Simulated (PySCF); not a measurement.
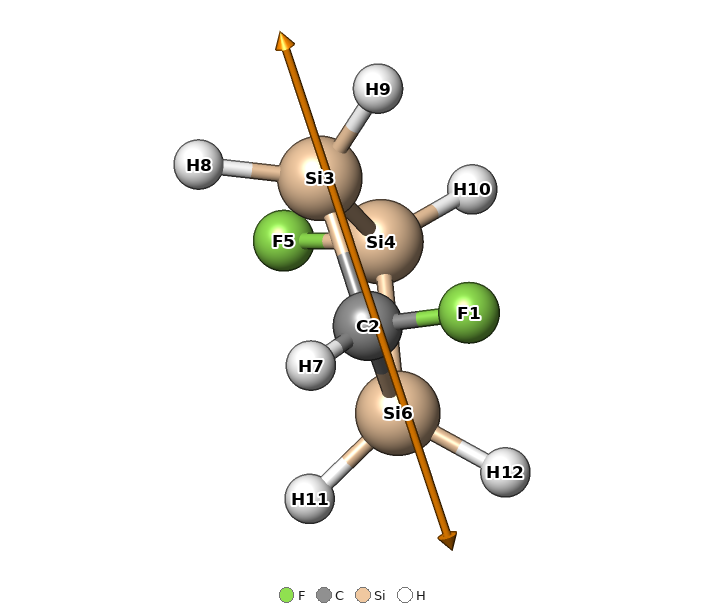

The double arrow shows the direction of the transition dipole to excited singlet state 4 (its length means nothing). The geometry was computed by an optimisation with GFN2-xTB. No frequency run is at hand to confirm it as a minimum. Method: TDDFT B3LYP/def2-SVPD, vertical, gas phase, core orbitals frozen in the response (PySCF 2.14.0).

Question. Give its energy, strength and character.

Answer. 5.85 eV (212 nm), oscillator strength 0.020, mainly HOMO−1 → LUMO+1 (weight 0.71); transition dipole 0.95 D.

The geometry is semi-empirical. Around Si such bond lengths and angles can be off by a tenth of an ångström or more and by several degrees, and values that hang on the shape move with them.
